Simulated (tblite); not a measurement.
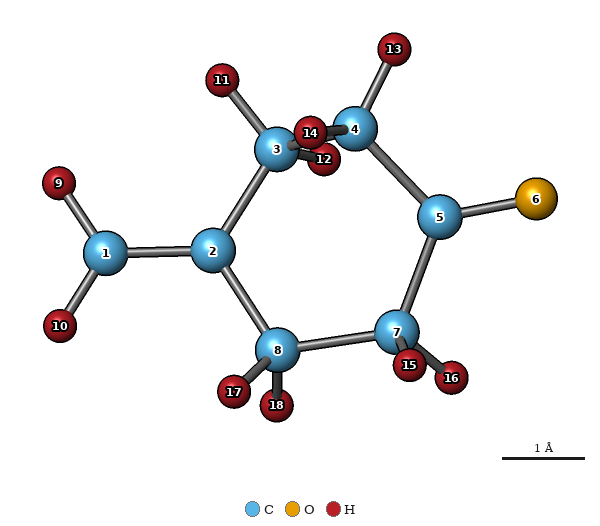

Figure 1. The structure as given in the input (ball-and-stick view, seen at a tilt; atoms are numbered from 1 in the order of the input). Bond lengths as drawn: C–C 1.32 to 1.54 Å, C–H 1.08 to 1.09 Å and C–O 1.21 Å.

## Run report: C$_{7}$H$_{10}$O, saddle-point search

- system: C$_{7}$H$_{10}$O
- method: GFN2-xTB saddle search (eigenvector following) and harmonic vibrations, gas phase (tblite 0.8.0)

## What the program printed
```
step      E/eV     max force
  0    -656.43206   0.0198
  1    -656.43402   0.1707
  2    -656.43264   0.0328
  3    -656.43343   0.0402
  4    -656.43458   0.0541
  5    -656.43594   0.0562
  6    -656.43739   0.0359
  7    -656.43940   0.0902
  8    -656.43825   0.0159
  9    -656.43942   0.0322
 10    -656.44058   0.0370
 11    -656.44179   0.0220
 12    -656.44344   0.0570
 13    -656.44249   0.0136
 14    -656.44343   0.0214
 15    -656.44436   0.0253
 16    -656.44531   0.0162
 17    -656.44661   0.0357
 18    -656.44787   0.0429
 19    -656.44914   0.0404
 20    -656.45088   0.0627
 21    -656.45258   0.0420
 22    -656.45459   0.1251
 23    -656.45351   0.0158
 24    -656.45469   0.0409
 25    -656.45400   0.0105
 26    -656.45468   0.0114
 27    -656.45530   0.0173
 28    -656.45589   0.0173
 29    -656.45667   0.0245
 30    -656.45737   0.0302
 31    -656.45803   0.0160
 32    -656.45877   0.0469
 33    -656.45836   0.0067
 34    -656.45877   0.0158
 35    -656.45911   0.0176
 36    -656.45941   0.0094
 37    -656.45971   0.0285
 38    -656.45955   0.0037
lowest wavenumbers (cm-1): -143.2 43.2 158.6 353.5 375.8 393.7
```

## Trajectory as extended XYZ (Å, eV, eV/Å), 12 frames, from step=0 to step=38
```
18
Properties=species:S:1:pos:R:3:forces:R:3 step=0 energy=-656.43206
C     2.3188    0.3932    0.4720   -0.0040   0.0020   0.0140
C     1.0894    0.1747    0.0339   -0.0030   0.0010   0.0020
C     0.5541   -1.2053   -0.1853   -0.0030  -0.0030  -0.0020
C    -0.7918   -1.3319    0.5331   -0.0010   0.0010  -0.0020
C    -1.7818   -0.4525   -0.1808   -0.0090   0.0010   0.0070
O    -2.8601   -0.8430   -0.5546    0.0100   0.0060   0.0110
C    -1.3414    0.9758   -0.4108   -0.0030   0.0000   0.0000
C     0.1521    1.3169   -0.2673   -0.0040   0.0020  -0.0050
H     3.0032   -0.4143    0.6664    0.0000   0.0010   0.0090
H     2.6949    1.3880    0.6417    0.0040   0.0050  -0.0030
H     1.2585   -1.9491    0.1886   -0.0010  -0.0010   0.0010
H     0.4053   -1.3854   -1.2541    0.0070  -0.0060  -0.0050
H    -1.1514   -2.3616    0.5389   -0.0050   0.0050  -0.0120
H    -0.6898   -0.9876    1.5653    0.0100  -0.0170  -0.0020
H    -1.9221    1.5681    0.3032    0.0050  -0.0020   0.0030
H    -1.7061    1.2621   -1.3998   -0.0090   0.0050   0.0030
H     0.2806    2.0731    0.5101   -0.0020   0.0080  -0.0090
H     0.4875    1.7787   -1.2006    0.0090  -0.0090  -0.0080
18
Properties=species:S:1:pos:R:3:forces:R:3 step=3 energy=-656.43343
C     2.3174    0.3958    0.4785   -0.0010   0.0010   0.0060
C     1.0901    0.1763    0.0350   -0.0010   0.0000   0.0000
C     0.5570   -1.2037   -0.1911   -0.0010   0.0000  -0.0020
C    -0.7883   -1.3391    0.5248   -0.0040   0.0000  -0.0010
C    -1.7883   -0.4450   -0.1569   -0.0250  -0.0060  -0.0030
O    -2.8878   -0.8207   -0.4830    0.0320   0.0140   0.0200
C    -1.3384    0.9746   -0.4213   -0.0080   0.0010  -0.0010
C     0.1527    1.3184   -0.2662   -0.0010   0.0000  -0.0030
H     3.0024   -0.4108    0.6753   -0.0010   0.0000   0.0060
H     2.6921    1.3912    0.6484   -0.0010   0.0010   0.0040
H     1.2622   -1.9475    0.1817    0.0000   0.0000  -0.0030
H     0.4121   -1.3798   -1.2611    0.0010   0.0010  -0.0030
H    -1.1521   -2.3675    0.5101    0.0000   0.0030  -0.0050
H    -0.6819   -1.0204    1.5650    0.0040  -0.0070  -0.0040
H    -1.9290    1.5920    0.2626    0.0050  -0.0030  -0.0060
H    -1.6883    1.2296   -1.4246    0.0000  -0.0030   0.0060
H     0.2736    2.0701    0.5168    0.0000   0.0030  -0.0060
H     0.4945    1.7866   -1.1941    0.0020  -0.0040  -0.0040
18
Properties=species:S:1:pos:R:3:forces:R:3 step=6 energy=-656.43739
C     2.3039    0.3973    0.5155   -0.0070   0.0000   0.0020
C     1.0901    0.1794    0.0356    0.0050   0.0020   0.0020
C     0.5616   -1.1981   -0.2144    0.0000   0.0010  -0.0020
C    -0.7762   -1.3492    0.5111   -0.0040   0.0000  -0.0020
C    -1.7928   -0.4350   -0.1180   -0.0210  -0.0070  -0.0020
O    -2.9185   -0.7890   -0.3715    0.0280   0.0120   0.0190
C    -1.3346    0.9733   -0.4274   -0.0030  -0.0020  -0.0010
C     0.1574    1.3184   -0.2871    0.0020   0.0010  -0.0020
H     2.9846   -0.4098    0.7249   -0.0030   0.0000   0.0050
H     2.6720    1.3918    0.7037   -0.0030  -0.0010   0.0060
H     1.2710   -1.9470    0.1398    0.0000   0.0010  -0.0050
H     0.4086   -1.3541   -1.2863    0.0000   0.0030  -0.0010
H    -1.1441   -2.3757    0.4734    0.0010   0.0000  -0.0030
H    -0.6556   -1.0635    1.5597    0.0020  -0.0040  -0.0030
H    -1.9235    1.6182    0.2315    0.0010   0.0010  -0.0030
H    -1.6840    1.1924   -1.4395    0.0000  -0.0040   0.0010
H     0.2834    2.0883    0.4771    0.0010   0.0000  -0.0060
H     0.4969    1.7625   -1.2280   -0.0010  -0.0040  -0.0010
18
Properties=species:S:1:pos:R:3:forces:R:3 step=10 energy=-656.44058
C     2.2908    0.3983    0.5469   -0.0070  -0.0010   0.0020
C     1.0896    0.1818    0.0359    0.0060   0.0020   0.0020
C     0.5654   -1.1937   -0.2326    0.0010   0.0010  -0.0020
C    -0.7667   -1.3567    0.4998   -0.0040   0.0000  -0.0020
C    -1.7938   -0.4277   -0.0903   -0.0220  -0.0070  -0.0010
O    -2.9350   -0.7658   -0.2912    0.0300   0.0120   0.0180
C    -1.3321    0.9732   -0.4287   -0.0040  -0.0010  -0.0010
C     0.1619    1.3176   -0.3077    0.0020   0.0010  -0.0030
H     2.9673   -0.4093    0.7679   -0.0030   0.0000   0.0050
H     2.6529    1.3921    0.7503   -0.0030  -0.0010   0.0060
H     1.2781   -1.9461    0.1072    0.0000   0.0010  -0.0040
H     0.4061   -1.3340   -1.3056    0.0000   0.0030  -0.0010
H    -1.1379   -2.3813    0.4449    0.0010   0.0010  -0.0040
H    -0.6360   -1.0955    1.5539    0.0020  -0.0050  -0.0040
H    -1.9153    1.6341    0.2192    0.0020   0.0010  -0.0040
H    -1.6879    1.1713   -1.4431    0.0000  -0.0040   0.0020
H     0.2959    2.1063    0.4355    0.0010   0.0000  -0.0070
H     0.4967    1.7353   -1.2624   -0.0010  -0.0040  -0.0010
18
Properties=species:S:1:pos:R:3:forces:R:3 step=13 energy=-656.44249
C     2.2823    0.3993    0.5655   -0.0030   0.0000   0.0040
C     1.0892    0.1833    0.0361    0.0010   0.0010   0.0000
C     0.5679   -1.1912   -0.2428    0.0010   0.0010  -0.0020
C    -0.7615   -1.3612    0.4925    0.0000  -0.0010  -0.0020
C    -1.7934   -0.4232   -0.0745   -0.0040   0.0000   0.0030
O    -2.9421   -0.7518   -0.2449    0.0040   0.0050   0.0120
C    -1.3307    0.9736   -0.4285    0.0000   0.0000   0.0000
C     0.1646    1.3169   -0.3207    0.0010   0.0000  -0.0030
H     2.9560   -0.4086    0.7940   -0.0030   0.0000   0.0060
H     2.6406    1.3926    0.7771   -0.0030   0.0000   0.0060
H     1.2824   -1.9452    0.0896    0.0010   0.0000  -0.0040
H     0.4058   -1.3229   -1.3162    0.0000   0.0030  -0.0020
H    -1.1350   -2.3844    0.4266    0.0010   0.0000  -0.0040
H    -0.6254   -1.1153    1.5497    0.0020  -0.0050  -0.0010
H    -1.9093    1.6424    0.2150    0.0010   0.0020  -0.0020
H    -1.6919    1.1612   -1.4430    0.0000  -0.0030   0.0000
H     0.3044    2.1174    0.4085    0.0020   0.0020  -0.0060
H     0.4960    1.7170   -1.2841    0.0000  -0.0040  -0.0040
18
Properties=species:S:1:pos:R:3:forces:R:3 step=17 energy=-656.44661
C     2.2635    0.4015    0.6043   -0.0070  -0.0010   0.0010
C     1.0881    0.1867    0.0365    0.0050   0.0020   0.0020
C     0.5732   -1.1858   -0.2640    0.0000   0.0010  -0.0020
C    -0.7506   -1.3710    0.4764   -0.0050   0.0000  -0.0010
C    -1.7917   -0.4127   -0.0391   -0.0210  -0.0060   0.0020
O    -2.9547   -0.7203   -0.1422    0.0310   0.0110   0.0140
C    -1.3272    0.9745   -0.4285   -0.0020  -0.0010  -0.0010
C     0.1705    1.3155   -0.3482    0.0020   0.0020  -0.0030
H     2.9311   -0.4067    0.8493   -0.0040   0.0010   0.0050
H     2.6134    1.3941    0.8331   -0.0040  -0.0010   0.0050
H     1.2915   -1.9428    0.0531    0.0000   0.0010  -0.0040
H     0.4060   -1.2997   -1.3385    0.0000   0.0020  -0.0010
H    -1.1300   -2.3902    0.3848    0.0010   0.0020  -0.0040
H    -0.6033   -1.1602    1.5402    0.0010  -0.0050  -0.0050
H    -1.8970    1.6613    0.2036    0.0020   0.0010  -0.0020
H    -1.6993    1.1374   -1.4436    0.0000  -0.0030   0.0020
H     0.3218    2.1397    0.3515    0.0010  -0.0010  -0.0080
H     0.4947    1.6787   -1.3287   -0.0010  -0.0050   0.0000
18
Properties=species:S:1:pos:R:3:forces:R:3 step=20 energy=-656.45088
C     2.2412    0.4045    0.6455   -0.0130  -0.0020  -0.0020
C     1.0866    0.1905    0.0366    0.0110   0.0050   0.0040
C     0.5792   -1.1800   -0.2857    0.0000   0.0020  -0.0010
C    -0.7394   -1.3813    0.4584   -0.0110   0.0010   0.0010
C    -1.7873   -0.4005   -0.0005   -0.0390  -0.0130   0.0010
O    -2.9608   -0.6852   -0.0308    0.0590   0.0160   0.0140
C    -1.3231    0.9762   -0.4275   -0.0030  -0.0020  -0.0010
C     0.1770    1.3134   -0.3786    0.0040   0.0040  -0.0040
H     2.9014   -0.4040    0.9094   -0.0050   0.0010   0.0040
H     2.5813    1.3964    0.8913   -0.0040  -0.0010   0.0040
H     1.3013   -1.9395    0.0164    0.0000   0.0010  -0.0030
H     0.4078   -1.2760   -1.3612    0.0010   0.0020  -0.0010
H    -1.1268   -2.3946    0.3361    0.0010   0.0050  -0.0040
H    -0.5809   -1.2118    1.5283    0.0000  -0.0060  -0.0100
H    -1.8826    1.6811    0.1933    0.0020   0.0010  -0.0020
H    -1.7086    1.1129   -1.4417    0.0000  -0.0020   0.0030
H     0.3413    2.1627    0.2874    0.0000  -0.0060  -0.0120
H     0.4924    1.6352   -1.3768   -0.0040  -0.0070   0.0070
18
Properties=species:S:1:pos:R:3:forces:R:3 step=24 energy=-656.45469
C     2.2172    0.4090    0.6847   -0.0080  -0.0010  -0.0010
C     1.0847    0.1942    0.0366    0.0070   0.0030   0.0030
C     0.5862   -1.1752   -0.3045    0.0000   0.0010  -0.0010
C    -0.7300   -1.3916    0.4385   -0.0070   0.0000   0.0020
C    -1.7802   -0.3881    0.0358   -0.0250  -0.0070   0.0040
O    -2.9585   -0.6500    0.0765    0.0390   0.0100   0.0070
C    -1.3188    0.9792   -0.4241   -0.0020  -0.0010   0.0000
C     0.1837    1.3101   -0.4105    0.0020   0.0020  -0.0030
H     2.8694   -0.3990    0.9694   -0.0040   0.0010   0.0040
H     2.5468    1.4009    0.9443   -0.0030   0.0000   0.0030
H     1.3113   -1.9357   -0.0126    0.0000   0.0010  -0.0020
H     0.4147   -1.2567   -1.3810    0.0010   0.0010  -0.0010
H    -1.1267   -2.3967    0.2825    0.0010   0.0040  -0.0030
H    -0.5635   -1.2662    1.5134    0.0000  -0.0050  -0.0070
H    -1.8646    1.6983    0.1922    0.0020   0.0010  -0.0010
H    -1.7220    1.0965   -1.4340    0.0000  -0.0010   0.0020
H     0.3624    2.1841    0.2182    0.0000  -0.0040  -0.0080
H     0.4881    1.5868   -1.4254   -0.0020  -0.0050   0.0030
18
Properties=species:S:1:pos:R:3:forces:R:3 step=27 energy=-656.45530
C     2.2127    0.4100    0.6915   -0.0040   0.0000   0.0010
C     1.0843    0.1949    0.0365    0.0020   0.0010   0.0010
C     0.5875   -1.1744   -0.3077    0.0000   0.0010  -0.0010
C    -0.7284   -1.3933    0.4349   -0.0020   0.0000   0.0000
C    -1.7785   -0.3859    0.0421   -0.0090  -0.0020   0.0030
O    -2.9570   -0.6439    0.0952    0.0150   0.0050   0.0070
C    -1.3180    0.9798   -0.4233   -0.0010   0.0000   0.0000
C     0.1848    1.3094   -0.4164    0.0010   0.0010  -0.0030
H     2.8633   -0.3979    0.9802   -0.0030   0.0010   0.0040
H     2.5402    1.4019    0.9534   -0.0030   0.0000   0.0030
H     1.3131   -1.9350   -0.0173    0.0010   0.0000  -0.0020
H     0.4161   -1.2536   -1.3843    0.0010   0.0010  -0.0010
H    -1.1270   -2.3967    0.2727    0.0000   0.0010  -0.0040
H    -0.5607   -1.2761    1.5105    0.0010  -0.0040  -0.0030
H    -1.8610    1.7012    0.1927    0.0010   0.0010  -0.0010
H    -1.7248    1.0942   -1.4321   -0.0010  -0.0010   0.0010
H     0.3663    2.1875    0.2054    0.0010   0.0000  -0.0060
H     0.4871    1.5778   -1.4339   -0.0010  -0.0040  -0.0010
18
Properties=species:S:1:pos:R:3:forces:R:3 step=31 energy=-656.45803
C     2.1880    0.4152    0.7275   -0.0040   0.0000   0.0000
C     1.0823    0.1984    0.0358    0.0020   0.0010   0.0010
C     0.5944   -1.1702   -0.3243    0.0000   0.0010  -0.0010
C    -0.7203   -1.4029    0.4153   -0.0030   0.0000   0.0010
C    -1.7690   -0.3731    0.0776   -0.0090  -0.0020   0.0030
O    -2.9471   -0.6092    0.1991    0.0150   0.0040   0.0040
C    -1.3132    0.9832   -0.4195    0.0000   0.0000   0.0000
C     0.1911    1.3056   -0.4471    0.0010   0.0010  -0.0020
H     2.8300   -0.3917    1.0374   -0.0020   0.0010   0.0030
H     2.5047    1.4076    1.0008   -0.0020   0.0000   0.0020
H     1.3227   -1.9311   -0.0415    0.0000   0.0000  -0.0010
H     0.4247   -1.2373   -1.4019    0.0010   0.0010  -0.0010
H    -1.1298   -2.3956    0.2174    0.0000   0.0020  -0.0020
H    -0.5461   -1.3319    1.4941    0.0000  -0.0030  -0.0030
H    -1.8427    1.7178    0.1923    0.0010   0.0010   0.0000
H    -1.7379    1.0790   -1.4230    0.0000  -0.0010   0.0010
H     0.3862    2.2052    0.1385    0.0000  -0.0010  -0.0050
H     0.4819    1.5309   -1.4784   -0.0010  -0.0030   0.0000
18
Properties=species:S:1:pos:R:3:forces:R:3 step=34 energy=-656.45877
C     2.1785    0.4175    0.7403   -0.0030   0.0000   0.0000
C     1.0815    0.1997    0.0355    0.0020   0.0010   0.0010
C     0.5972   -1.1688   -0.3299    0.0000   0.0000   0.0000
C    -0.7176   -1.4063    0.4078   -0.0030   0.0000   0.0010
C    -1.7649   -0.3684    0.0903   -0.0090  -0.0020   0.0030
O    -2.9419   -0.5966    0.2365    0.0150   0.0040   0.0030
C    -1.3114    0.9846   -0.4176   -0.0010   0.0000   0.0000
C     0.1934    1.3039   -0.4587    0.0010   0.0010  -0.0020
H     2.8173   -0.3889    1.0584   -0.0020   0.0010   0.0020
H     2.4911    1.4102    1.0172   -0.0020   0.0000   0.0020
H     1.3263   -1.9297   -0.0490    0.0000   0.0000  -0.0010
H     0.4287   -1.2322   -1.4078    0.0000   0.0010  -0.0010
H    -1.1314   -2.3945    0.1961    0.0000   0.0020  -0.0020
H    -0.5417   -1.3531    1.4874    0.0000  -0.0030  -0.0030
H    -1.8351    1.7235    0.1938    0.0010   0.0000   0.0000
H    -1.7434    1.0750   -1.4186    0.0000  -0.0010   0.0010
H     0.3938    2.2112    0.1130    0.0000  -0.0010  -0.0040
H     0.4795    1.5129   -1.4947   -0.0010  -0.0020   0.0010
18
Properties=species:S:1:pos:R:3:forces:R:3 step=38 energy=-656.45955
C     2.1643    0.4212    0.7587   -0.0010   0.0000   0.0010
C     1.0804    0.2016    0.0349    0.0000   0.0000   0.0000
C     0.6014   -1.1671   -0.3376    0.0000   0.0000   0.0000
C    -0.7139   -1.4114    0.3966    0.0000   0.0000   0.0000
C    -1.7583   -0.3613    0.1093   -0.0010   0.0000   0.0010
O    -2.9324   -0.5777    0.2920    0.0030   0.0010   0.0020
C    -1.3085    0.9869   -0.4148    0.0000   0.0000   0.0000
C     0.1967    1.3012   -0.4757    0.0000   0.0000  -0.0010
H     2.7981   -0.3842    1.0890   -0.0010   0.0000   0.0010
H     2.4706    1.4145    1.0404   -0.0010   0.0000   0.0010
H     1.3316   -1.9276   -0.0589    0.0000   0.0000   0.0000
H     0.4354   -1.2254   -1.4162    0.0000   0.0000   0.0000
H    -1.1346   -2.3919    0.1636    0.0000   0.0010  -0.0010
H    -0.5361   -1.3854    1.4768    0.0000  -0.0010  -0.0010
H    -1.8238    1.7321    0.1960    0.0010   0.0000   0.0000
H    -1.7514    1.0689   -1.4118    0.0000   0.0000   0.0000
H     0.4047    2.2192    0.0756    0.0000   0.0000  -0.0020
H     0.4757    1.4864   -1.5180    0.0000  -0.0010  -0.0010
```

This output came from the following input.

## Input
```
{"job": {"xc": "GFN2-xTB", "basis": "xTB", "kind": "saddle"}, "charge": 0, "multiplicity": 1}
C      2.318827     0.393249     0.472025
C      1.089421     0.174702     0.033939
C      0.554092    -1.205272    -0.185305
C     -0.791789    -1.331910     0.533131
C     -1.781841    -0.452480    -0.180772
O     -2.860059    -0.842999    -0.554644
C     -1.341401     0.975833    -0.410763
C      0.152125     1.316936    -0.267317
H      3.003212    -0.414341     0.666396
H      2.694869     1.387972     0.641709
H      1.258463    -1.949140     0.188639
H      0.405310    -1.385424    -1.254120
H     -1.151365    -2.361563     0.538885
H     -0.689758    -0.987558     1.565251
H     -1.922056     1.568089     0.303221
H     -1.706087     1.262116    -1.399789
H      0.280573     2.073110     0.510146
H      0.487465     1.778680    -1.200629
```

The first line tells a small driver script what to run in tblite; the rest is the geometry in Å.

Launched with:
```bash
OMP_NUM_THREADS=1 python <driver script> task.json out
```

## Summary

```json
{"quantity": "outcome", "value": "converged"}
{"quantity": "total energy", "value": "−656.4596 eV"}
{"quantity": "point group", "value": "C1"}
{"quantity": "hardware", "value": "1 CPU thread, shared host"}
{"quantity": "wall time", "value": "11 s"}
{"quantity": "peak memory", "value": "0.2 GiB"}
```
